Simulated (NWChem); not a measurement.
# TiNH2F3 (SMILES [NH2][Ti]([F])([F])[F]) at 4 levels

We compute a comparison of 4 runs (HF/STO-3G, HF/3-21G, B3LYP/6-31G*) of TiNH2F3. 

The calculation is run with NWChem 7.3.0.

## Step 1: The structure to begin with

TiNH2F3: 7 atoms, total charge 0, spin state singlet. SMILES: `[NH2][Ti]([F])([F])[F]`. Geometry: relaxed at PBE0-D4/def2-TZVP.

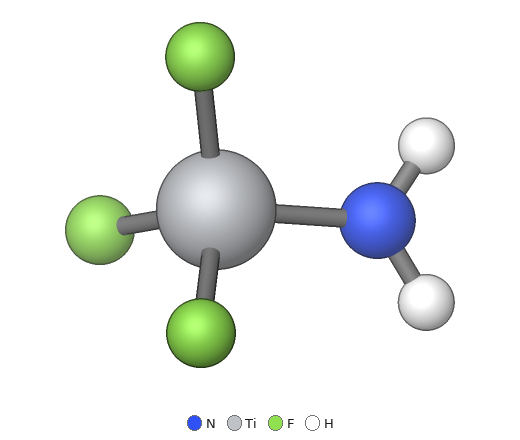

The structure, seen from a chosen angle (nitrogen blue, titanium light grey, fluorine green, hydrogen white).

## Step 2: Energy and forces at HF/STO-3G (run 1)

Contents of f3h2nti.nw:

```
echo
start f3h2nti
title "F3H2NTi gradient"
memory total 2200 mb

geometry units angstrom noautosym nocenter noautoz
N    -0.612600    0.873900    0.337800
Ti    0.424800   -0.560700   -0.211700
F     0.934000   -1.421800    1.226000
F    -0.526700   -1.653600   -1.211600
F     1.735700    0.076100   -1.184100
H    -0.731800    1.728800   -0.188400
H    -1.162200    0.889200    1.186200
end

basis "ao basis" spherical bse
* library STO-3G
end

scf
thresh 1e-08
maxiter 80
end

task scf gradient
```

On the command line:

```bash
nwchem f3h2nti.nw > f3h2nti.out
```

Output:

```text
[...]
  functions       =    40
[...]
  wavefunction    = RHF
[...]
         Total SCF energy =  -1189.192936142086
      One-electron energy =  -2291.892464386642
      Two-electron energy =    775.870218378302
 Nuclear repulsion energy =    326.829309866254
        Time for solution =      4.3s
[...]
                         RHF ENERGY GRADIENTS
    atom               coordinates                        gradient
                 x          y          z           x          y          z
   1 N      -1.157646   1.651432   0.638349   -0.007091   0.008754   0.003028
   2 Ti      0.802756  -1.059569  -0.400055   -0.021970   0.039716   0.017805
   3 F       1.765004  -2.686812   2.316804    0.011224  -0.021892   0.041144
   4 F      -0.995319  -3.124851  -2.289592   -0.029447  -0.029676  -0.028406
   5 F       3.279997   0.143808  -2.237625    0.034051   0.020506  -0.027179
   6 H      -1.382901   3.266958  -0.356024    0.005407  -0.011067   0.000667
   7 H      -2.196240   1.680344   2.241593    0.007826  -0.006342  -0.007060
[...]
```

It took 6.6 s on 1 thread of AMD EPYC 7R43 (Zen 3), shared host; peak memory 0.094 GiB.

## Step 3: Energy and gradient at HF/3-21G (run 2)

Contents of test.nw:

```
start test
title "F3H2NTi hf"
memory stack 880 mb heap 220 mb global 1100 mb
geometry noautosym nocenter noautoz
 N     -0.612600     0.873900     0.337800
 Ti     0.424800    -0.560700    -0.211700
 F      0.934000    -1.421800     1.226000
 F     -0.526700    -1.653600    -1.211600
 F      1.735700     0.076100    -1.184100
 H     -0.731800     1.728800    -0.188400
 H     -1.162200     0.889200     1.186200
end
basis spherical bse
 * library 3-21G
end
scf
 singlet
 rhf
 thresh 1e-08
 maxiter 80
 print medium
end
task scf gradient
```

On the command line:

```bash
nwchem test.nw > test.out
```

Output:

```text
[...]
  functions       =    67
[...]
  wavefunction    = RHF
[...]
         Total SCF energy =  -1196.540252080160
      One-electron energy =  -2297.898686889121
      Two-electron energy =    774.529124942707
 Nuclear repulsion energy =    326.829309866254
        Time for solution =      5.9s
[...]
                         RHF ENERGY GRADIENTS
    atom               coordinates                        gradient
                 x          y          z           x          y          z
   1 N      -1.157646   1.651432   0.638349   -0.005930   0.010404   0.004435
   2 Ti      0.802756  -1.059569  -0.400055    0.002502  -0.000587   0.000699
   3 F       1.765004  -2.686812   2.316804    0.004976  -0.009820   0.019431
   4 F      -0.995319  -3.124851  -2.289592   -0.013669  -0.013571  -0.013060
   5 F       3.279997   0.143808  -2.237625    0.015698   0.010048  -0.012580
   6 H      -1.382901   3.266958  -0.356024   -0.001260   0.002795  -0.001151
   7 H      -2.196240   1.680344   2.241593   -0.002317   0.000731   0.002226
[...]
```

It took 8.4 s on 1 thread of AMD EPYC 7R43 (Zen 3), shared host; peak memory 0.096 GiB.

Run 3 isn't shown in full; the table further down has it.

## Step 4: Energy and forces at B3LYP/6-31G(d) (Cartesian functions) (run 4)

Contents of run.py:

```python
from ase import Atoms
from ase.calculators.nwchem import NWChem

mol = Atoms(['N', 'Ti', 'F', 'F', 'F', 'H', 'H'], positions=[
    [-0.612600, 0.873900, 0.337800],
    [0.424800, -0.560700, -0.211700],
    [0.934000, -1.421800, 1.226000],
    [-0.526700, -1.653600, -1.211600],
    [1.735700, 0.076100, -1.184100],
    [-0.731800, 1.728800, -0.188400],
    [-1.162200, 0.889200, 1.186200],
])

calc = NWChem(
    label='input',
    theory='dft',
    memory='2200 mb',
    basis='6-31G*',
    dft={'xc': 'b3lyp', 'mult': '1', 'grid': 'fine', 'convergence': 'energy 1e-08', 'iterations': '100', 'mulliken': None},
)
mol.calc = calc

forces = mol.get_forces()
print("Total energy (eV):", round(mol.get_potential_energy(), 6))
print("forces (eV/A):")
for s, f in zip(mol.symbols, forces):
    print(f"{s:2s} {f[0]:10.5f} {f[1]:10.5f} {f[2]:10.5f}")
print("dipole (e A):", mol.get_dipole_moment().round(4))
```

On the command line:

```bash
export ASE_NWCHEM_COMMAND="nwchem PREFIX.nwi > PREFIX.nwo"
python run.py
```

Output:

```text
Total energy (eV): -32794.124497
forces (eV/A):
N    -0.01136    0.03949    0.02360
Ti    0.16476   -0.21993   -0.08809
F     0.02484   -0.01975   -0.02324
F     0.01728   -0.02792   -0.01147
F     0.01229   -0.03733    0.00530
H    -0.05204    0.23454   -0.11858
H    -0.15581    0.03090    0.21248
dipole (e A): [-0.282   0.4443  0.1855]
```

The calculator wrote input.nwi:

```
title "input"

permanent_dir input

scratch_dir input

start input

geometry units angstrom nocenter noautosym noautoz
  N  -6.1260000000000003e-01 8.7390000000000001e-01 3.3779999999999999e-01
  Ti 4.2480000000000001e-01 -5.6069999999999998e-01 -2.1170000000000000e-01
  F  9.3400000000000005e-01 -1.4218000000000000e+00 1.2260000000000000e+00
  F  -5.2669999999999995e-01 -1.6536000000000000e+00 -1.2116000000000000e+00
  F  1.7357000000000000e+00 7.6100000000000001e-02 -1.1840999999999999e+00
  H  -7.3180000000000001e-01 1.7287999999999999e+00 -1.8840000000000001e-01
  H  -1.1621999999999999e+00 8.8919999999999999e-01 1.1861999999999999e+00
end

memory 2200 mb

basis noprint
   * library 6-31G*
end

dft
  xc b3lyp
  mult 1
  grid fine
  convergence energy 1e-08
  iterations 100
  mulliken
end

task dft gradient
```

input.nwo:

```text
Northwest Computational Chemistry Package (NWChem) 7.3.0
             --------------------------------------------------------

           Job information
           ---------------

    nwchem branch   = 7.3.0
    use scalapack   = T
    input           = input.nwi
    prefix          = input.
    data base       = input/input.db
    status          = startup
    nproc           =        1

           Memory information
           ------------------

    heap     =     72089594 doubles =      550.0 Mbytes
    stack    =     72089599 doubles =      550.0 Mbytes
    global   =    144179200 doubles =     1100.0 Mbytes (distinct from heap & stack)
    total    =    288358393 doubles =     2200.0 Mbytes
    verify   = yes
    hardfail = no

[... 109 lines left out ...]
  convergence criterion.
[... 41 lines left out ...]
          Spatial weights used:  Erf1
[... 76 lines left out ...]
         Total DFT energy =    -1205.161856424570
[... 3 lines left out ...]
 Nuclear repulsion energy =      326.829309866254
[... 833 lines left out ...]
          Convergence on gradient requested:  5.00D-04
[... 28 lines left out ...]
          total energy or number of iterations.
[... 38 lines left out ...]
                 ----------------------------------------
                 |  Time  |  1-e(secs)   |  2-e(secs)   |
                 ----------------------------------------
                 |  CPU   |       0.01   |      10.89   |
                 ----------------------------------------
                 |  WALL  |       0.01   |      10.89   |
                 ----------------------------------------

 Task  times  cpu:      124.4s     wall:      124.4s
 Total times  cpu:      124.5s     wall:      124.5s
```

It took 2.1 min on 1 thread of AMD EPYC 7R43 (Zen 3), shared host; peak memory 0.12 GiB.

## Step 5: The series

| run | level | iteration cap | module | energy (Eh) | dipole moment (D) | HOMO energy (eV) | LUMO energy (eV) | wall time |
| --- | --- | --- | --- | --- | --- | --- | --- | --- |
| 1 | HF/STO-3G | 80 | scf | -1189.192936 | 1.15 | -8.74 | 8.76 | 6.6 s |
| 2 | HF/3-21G | 80 | scf | -1196.540252 | 3.07 | -11.87 | 1.57 | 8.4 s |
| 3 | B3LYP/6-31G* (spherical functions) | 100 | dft | -1205.146063 | 2.73 | -7.87 | -2.39 | 2 min |
| 4 | B3LYP/6-31G* (Cartesian functions) | 100 | dft | -1205.161856 | 2.68 | -7.82 | -2.21 | 2.1 min |

## Step 6: Results

```
                       quantity           value
            run 4: total energy  -1205.16186 Eh
           run 4: dipole moment          2.68 D
             run 4: HOMO energy        -7.82 eV
             run 4: LUMO energy        -2.21 eV
           run 4: HOMO–LUMO gap         5.61 eV
run 4: largest force on an atom      0.289 eV/Å
```

**Reading.** The dipole moment (its size) runs from 1.15 D (HF/STO-3G) to 3.07 D (HF/3-21G). The HOMO–LUMO gap runs from 5.48 eV (B3LYP/6-31G*) to 17.50 eV (HF/STO-3G). The two ends differ in method and basis. In run 1 the basis is minimal, so the values are rough. All runs together took 4.4 min, the longest 2.1 min.
